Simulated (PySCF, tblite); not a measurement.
# C₆H₈ClF: dynamics, then NMR shifts on frames, part 1 of 2

Aim: move C₆H₈ClF (`CC1([C@@H](Cl)CF)C=C1`) away from its starting geometry and see how NMR shifts follow the geometry.

The runs use tblite 0.8.0 and PySCF 2.14.0, with density-fitted response routines of our own; the level of theory stands in each step. All values are computed, except where a source is named. Atoms are numbered from 0 throughout.

## 1. Starting geometry

16 atoms, charge 0, multiplicity 1; geometry from: GFN2-xTB.

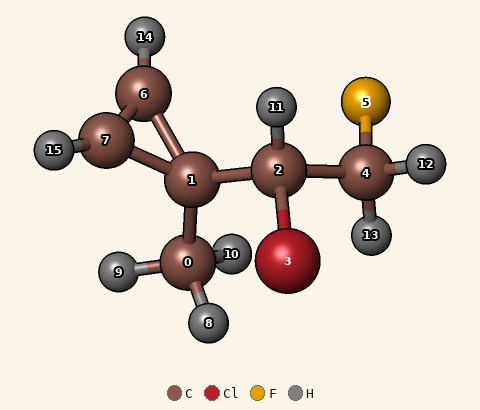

As it starts; carbon brown, chlorine red, fluorine amber, hydrogen grey, atoms numbered; sticks join atoms by distance.

## 2. A short Langevin run with GFN2-xTB

Job settings and geometry (Å):

```
{"job": {"kind": "md", "xc": "GFN2-xTB", "basis": "xTB", "temperature": 300, "steps": 2000, "every": 50, "frames": 5}, "charge": 0, "multiplicity": 1}
C     -1.024718    -1.239032     0.149356
C     -0.592785     0.210885     0.046800
C      0.835843     0.495975     0.469563
Cl     1.043016     0.190134     2.227129
C      1.882550    -0.353566    -0.243899
F      1.825648    -0.114469    -1.593517
C     -1.196308     1.106671    -1.000268
C     -1.604557     1.309810     0.216995
H     -0.733385    -1.655653     1.111883
H     -2.105649    -1.307799     0.056345
H     -0.578117    -1.837427    -0.643324
H      1.059375     1.556294     0.317098
H      2.892447    -0.092017     0.087067
H      1.704371    -1.421516    -0.094078
H     -1.207262     1.331140    -2.037446
H     -2.208068     1.829513     0.918884
```

Method: GFN2-xTB Langevin dynamics, gas phase.

Command:

```bash
OMP_NUM_THREADS=1 python probes_run.py task.json out
```

The driver reads the jobs from task.json and runs them one after another.

The program printed:

```text
t/fs     T/K      E/eV
    0.0   244.0   -710.69866
   25.0   144.6   -710.38238
   50.0   221.7   -710.39373
   75.0   200.2   -710.34689
  100.0   285.0   -710.32688
  125.0   360.0   -710.40590
  150.0   306.9   -710.42719
  175.0   202.8   -710.21620
  200.0   322.5   -710.13074
  225.0   292.6   -710.18407
  250.0   274.9   -710.12260
  275.0   262.0   -710.18385
  300.0   370.9   -710.11097
  325.0   367.5   -710.27354
  350.0   392.0   -710.26567
  375.0   328.4   -710.11384
  400.0   344.2   -710.15606
  425.0   274.3   -710.12210
  450.0   351.2   -710.25591
  475.0   287.4   -710.07890
  500.0   343.2   -710.20358
  525.0   323.4   -710.19646
  550.0   194.2   -709.86149
  575.0   294.6   -710.22749
  600.0   269.4   -710.08060
  625.0   294.1   -710.01195
  650.0   294.6   -710.03063
  675.0   344.9   -710.16029
  700.0   318.4   -710.22249
  725.0   253.7   -710.06302
  750.0   415.5   -710.21437
  775.0   346.1   -709.99024
  800.0   312.2   -709.78159
  825.0   387.8   -710.02819
  850.0   344.7   -710.00653
  875.0   353.8   -710.06587
  900.0   467.5   -710.18303
  925.0   434.7   -710.07081
  950.0   396.6   -710.10630
  975.0   268.4   -710.19495
 1000.0   243.4   -710.08207
```

Wall time 14 s (1 thread of Arm Neoverse V1, shared host); peak memory 0.18 GiB.

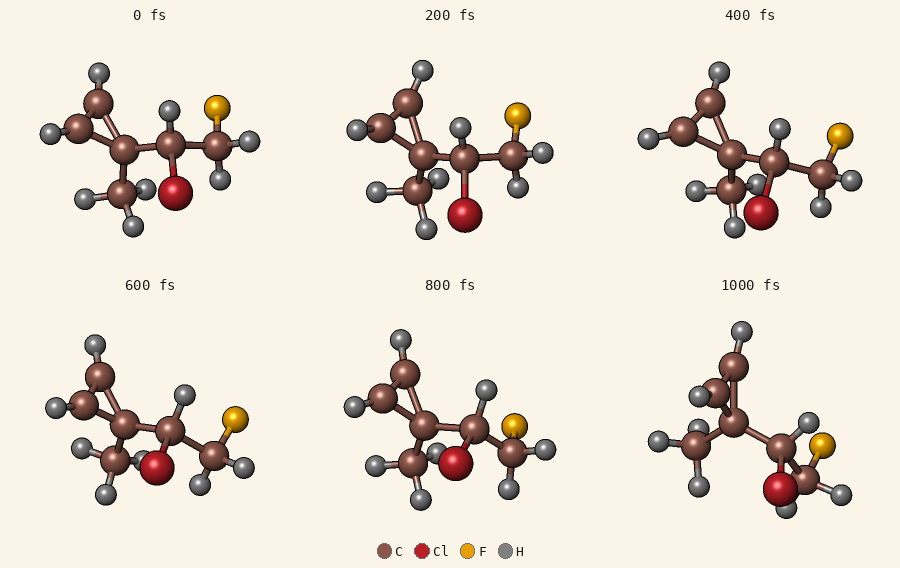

Frames of the run.

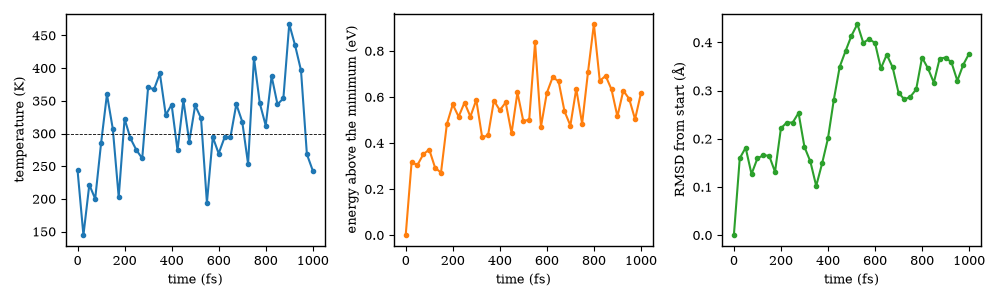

Temperature, potential energy and distance from the start.

Positions (Å) and forces (eV/Å) at 1000 fs:

```xyz
16

C    -2.177    0.108    0.278    0.121   -0.255    1.568
C    -0.870    0.928    0.529   -1.386   -0.953   -1.218
C     0.327    0.155    0.989    0.299   -1.215    0.978
Cl    0.463    0.177    2.787   -0.285    0.138    0.393
C     0.588   -1.333    0.651    1.563   -0.072   -1.485
F     0.977   -1.310   -0.703   -0.620   -0.200    0.080
C    -0.632    2.148   -0.367   -0.669    0.233    2.589
C    -0.994    2.352    0.906    0.664    0.159   -1.819
H    -2.260   -0.773    0.981    0.535    0.618   -0.997
H    -3.074    0.667    0.563    0.307    0.384   -0.316
H    -2.267   -0.178   -0.761    0.102   -0.259    0.016
H     1.217    0.676    0.692    0.577    0.353   -0.395
H     1.565   -1.708    1.074   -0.946    0.538    0.458
H    -0.144   -2.150    0.741   -0.227    0.826    0.118
H    -0.373    2.578   -1.309   -0.063   -0.319    0.205
H    -1.215    2.979    1.738    0.027    0.025   -0.176
```

## 3. Shielding tensors: 250 fs, PBE0/pcSseg-1

Job settings and geometry (Å):

```
{"job": {"kind": "nmr", "xc": "PBE0", "basis": "pcSseg-1", "pop": false}, "charge": 0, "multiplicity": 1}
C     -1.411600    -1.401100    -0.064500
C     -0.931400     0.036800    -0.010100
C      0.387000     0.194800     0.827200
Cl     0.264400    -0.632600     2.473200
C      1.613100    -0.477000     0.181100
F      1.773100     0.074000    -1.084900
C     -1.194500     1.045900    -1.114000
C     -1.979000     1.116700    -0.078800
H     -0.907300    -1.848900     0.764200
H     -2.464900    -1.397000    -0.186100
H     -1.017200    -1.930900    -0.984300
H      0.588400     1.247700     1.043200
H      2.590700    -0.296200     0.739900
H      1.483200    -1.545500     0.049500
H     -0.692800     1.504400    -1.903300
H     -2.665900     1.760300     0.497000
```

Level: GIAO PBE0/pcSseg-1 NMR shielding, non-relativistic, gas phase.

The program printed:

```text
coarse grid: 14192 points
cycle   1  E = -792.6755241670  dE =  9.624e-01  |g| = 5.584e-01  |ddm| = 3.524e+00
cycle   2  E = -792.6367138408  dE =  3.881e-02  |g| = 7.611e-01  |ddm| = 1.066e+00
cycle   3  E = -792.7385266584  dE = -1.018e-01  |g| = 7.886e-02  |ddm| = 6.366e-01
cycle   4  E = -792.7396819666  dE = -1.155e-03  |g| = 2.993e-02  |ddm| = 9.763e-02
cycle   5  E = -792.7398728182  dE = -1.909e-04  |g| = 8.259e-03  |ddm| = 3.669e-02
cycle   6  E = -792.7398875602  dE = -1.474e-05  |g| = 2.977e-03  |ddm| = 1.119e-02
cycle   7  E = -792.7398893661  dE = -1.806e-06  |g| = 9.457e-04  |ddm| = 3.107e-03
final grid: 133576 points
cycle   8  E = -792.7951510792  dE = -4.655e-05  |g| = 8.437e-03  |ddm| = 4.024e-02
cycle   9  E = -792.7951412236  dE =  9.856e-06  |g| = 1.092e-02  |ddm| = 1.763e-02
cycle  10  E = -792.7951667765  dE = -2.555e-05  |g| = 1.707e-03  |ddm| = 1.020e-02
cycle  11  E = -792.7951673487  dE = -5.722e-07  |g| = 4.475e-04  |ddm| = 1.758e-03
cycle  12  E = -792.7951673915  dE = -4.276e-08  |g| = 1.725e-04  |ddm| = 4.706e-04
cycle  13  E = -792.7951673976  dE = -6.132e-09  |g| = 4.090e-05  |ddm| = 1.603e-04
cycle  14  E = -792.7951673980  dE = -3.772e-10  |g| = 1.026e-05  |ddm| = 4.802e-05
converged SCF energy = -792.7951673980

GIAO shielding tensors (ppm)
atom      isotropic    diamagn.    paramagn.     s11        s22        s33       span
  0 C      163.676     246.046     -82.370    139.803    159.216    192.008     52.205
  1 C      157.451     243.008     -85.558    110.491    123.996    237.865    127.374
  2 C      104.600     244.639    -140.039     69.074    114.910    129.815     60.741
  3 Cl     809.557    1146.736    -337.179    637.869    737.791   1053.010    415.141
  4 C       96.946     240.252    -143.306     59.867     73.560    157.412     97.545
  5 F      397.236     475.632     -78.396    360.210    381.003    450.494     90.284
  6 C       53.752     253.395    -199.643    -88.296     73.028    176.525    264.821
  7 C       50.195     259.251    -209.056    -91.716     68.333    173.967    265.683
  8 H       28.797      29.241      -0.444     22.928     30.473     32.989     10.061
  9 H       31.394      30.260       1.135     26.395     29.837     37.951     11.556
 10 H       29.339      28.532       0.808     25.100     27.832     35.085      9.985
 11 H       28.134      30.583      -2.448     24.016     28.433     31.953      7.937
 12 H       25.938      26.797      -0.859     21.023     27.367     29.424      8.401
 13 H       26.921      28.811      -1.889     23.789     27.961     29.015      5.225
 14 H       24.391      32.631      -8.241     21.252     24.412     27.509      6.258
 15 H       23.289      31.543      -8.254     21.080     23.519     25.269      4.188
```

Wall time 25 s (1 thread of Arm Neoverse V1, shared host); peak memory 0.83 GiB.

Shifts follow as δ = σ(reference) − σ, with reference shieldings (ppm) from runs at the same level and on the same kind of geometry: 1H TMS 31.72, 13C TMS 186.9, 19F CFCl3 170.9, 35Cl HCl 950. The references are single molecules in the gas phase, so shifts against H2O, NH3, PH3, H3PO4 or CFCl3 are not on the usual liquid scales and can be off by tens of ppm. Each atom is listed at this fixed geometry, with no averaging over motion; a spectrum would average atoms that exchange fast.

```tsv
atoms	environment	σ (ppm)	δ (ppm)
C7	alkene CH	50.2	136.7
C6	alkene CH	53.8	133.2
C4	sp3 CH2 bonded to F	96.9	90.0
C2	sp3 CH bonded to Cl	104.6	82.3
C1	three-membered-ring carbon	157.5	29.5
C0	methyl carbon	163.7	23.2
H15	hydrogen on an alkene CH	23.29	8.43
H14	hydrogen on an alkene CH	24.39	7.33
H12	hydrogen on an sp3 CH2 bonded to F	25.94	5.78
H13	hydrogen on an sp3 CH2 bonded to F	26.92	4.80
H11	hydrogen on an sp3 CH bonded to Cl	28.13	3.58
H8	hydrogen on a methyl carbon	28.80	2.92
H10	hydrogen on a methyl carbon	29.34	2.38
H9	hydrogen on a methyl carbon	31.39	0.32
Cl3	chlorine bonded to C	810	140
F5	fluorine on an sp3 carbon	397.2	-226.3
```

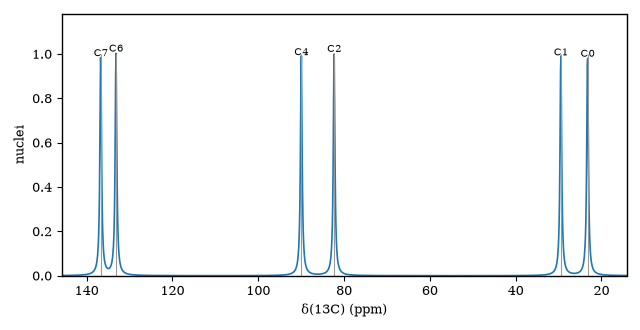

13C lines at the computed shifts, without couplings. Lines are broadened to a width of 0.45 ppm (Lorentzian).

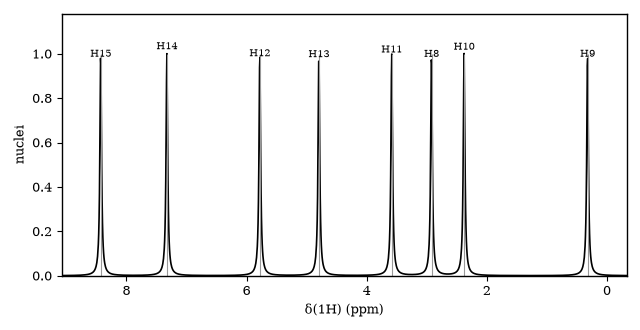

1H lines at the computed shifts, without couplings. Lines are broadened to a width of 0.03 ppm (Lorentzian).

Ring of atoms C1, C6, C7: NICS(0) -29.8, NICS(1) -7.3, NICS(1)zz -15.0 ppm (means of both faces).

In rings of three or four atoms NICS is ruled by the nearby σ bonds, so it says little on aromaticity.

## 4. Nuclear shieldings: 425 fs, PBE0/pcSseg-1

Job settings and geometry (Å):

```
{"job": {"kind": "nmr", "xc": "PBE0", "basis": "pcSseg-1", "pop": false}, "charge": 0, "multiplicity": 1}
C     -1.785800    -1.448000    -0.140800
C     -1.400400    -0.084900     0.215500
C     -0.060500     0.059200     0.993000
Cl    -0.296900    -0.006800     2.803500
C      0.997300    -0.906800     0.649700
F      1.407200    -0.831700    -0.658700
C     -1.808500     0.989000    -0.808700
C     -2.412600     1.019400     0.403600
H     -1.736200    -2.217200     0.575100
H     -2.829600    -1.504400    -0.516700
H     -1.085800    -1.773300    -0.846600
H      0.329800     1.061500     0.838800
H      1.884400    -0.817500     1.267300
H      0.635100    -1.908100     0.780500
H     -1.641200     1.402500    -1.781700
H     -3.054000     1.585700     1.001800
```

With the program's defaults for keys left out, this is: GIAO PBE0/pcSseg-1 NMR shielding, non-relativistic, gas phase.

The program printed:

```text
coarse grid: 14192 points
cycle   1  E = -792.6832587721  dE =  1.109e+00  |g| = 5.304e-01  |ddm| = 3.599e+00
cycle   2  E = -792.6585041766  dE =  2.475e-02  |g| = 6.847e-01  |ddm| = 1.013e+00
cycle   3  E = -792.7395129286  dE = -8.101e-02  |g| = 7.916e-02  |ddm| = 5.918e-01
cycle   4  E = -792.7406188735  dE = -1.106e-03  |g| = 2.933e-02  |ddm| = 9.033e-02
cycle   5  E = -792.7407942023  dE = -1.753e-04  |g| = 9.239e-03  |ddm| = 3.524e-02
cycle   6  E = -792.7408110780  dE = -1.688e-05  |g| = 4.244e-03  |ddm| = 1.225e-02
cycle   7  E = -792.7408150163  dE = -3.938e-06  |g| = 1.329e-03  |ddm| = 4.050e-03
final grid: 133576 points
cycle   8  E = -792.7949085518  dE = -5.662e-05  |g| = 9.431e-03  |ddm| = 4.202e-02
cycle   9  E = -792.7948938788  dE =  1.467e-05  |g| = 1.236e-02  |ddm| = 2.218e-02
cycle  10  E = -792.7949288768  dE = -3.500e-05  |g| = 2.322e-03  |ddm| = 1.313e-02
cycle  11  E = -792.7949300260  dE = -1.149e-06  |g| = 6.014e-04  |ddm| = 2.270e-03
cycle  12  E = -792.7949301041  dE = -7.802e-08  |g| = 2.214e-04  |ddm| = 6.926e-04
cycle  13  E = -792.7949301150  dE = -1.096e-08  |g| = 4.214e-05  |ddm| = 2.126e-04
cycle  14  E = -792.7949301154  dE = -3.938e-10  |g| = 1.084e-05  |ddm| = 4.984e-05
converged SCF energy = -792.7949301154

GIAO shielding tensors (ppm)
atom      isotropic    diamagn.    paramagn.     s11        s22        s33       span
  0 C      169.491     243.920     -74.429    144.653    169.483    194.337     49.685
  1 C      153.270     240.233     -86.963    104.682    127.652    227.477    122.795
  2 C      111.228     244.706    -133.478     78.290    122.318    133.077     54.787
  3 Cl     820.317    1146.516    -326.199    584.446    783.292   1093.214    508.768
  4 C      105.620     237.555    -131.935     66.528     85.875    164.457     97.928
  5 F      414.312     474.945     -60.633    383.018    392.294    467.626     84.609
  6 C       36.996     252.827    -215.831   -129.747     61.861    178.873    308.620
  7 C       44.225     257.646    -213.421   -114.729     68.011    179.392    294.121
  8 H       30.861      29.328       1.534     26.422     29.693     36.469     10.047
  9 H       30.660      28.123       2.538     26.258     27.838     37.885     11.627
 10 H       30.733      30.201       0.533     26.293     29.545     36.361     10.068
 11 H       28.315      30.371      -2.055     23.987     28.404     32.554      8.567
 12 H       27.126      27.766      -0.640     21.357     29.620     30.402      9.045
 13 H       27.421      29.165      -1.744     24.606     28.230     29.426      4.821
 14 H       22.983      31.450      -8.467     18.211     24.576     26.163      7.952
 15 H       23.473      33.675     -10.202     18.473     25.369     26.576      8.103
```

Wall time 24 s (1 thread of Arm Neoverse V1, shared host); peak memory 0.89 GiB.

This run: δ C6 149.9, C7 142.7, C4 81.3, C2 75.7, H14 8.73, H15 8.24 ppm.

(Continued in part 2 of 2.)
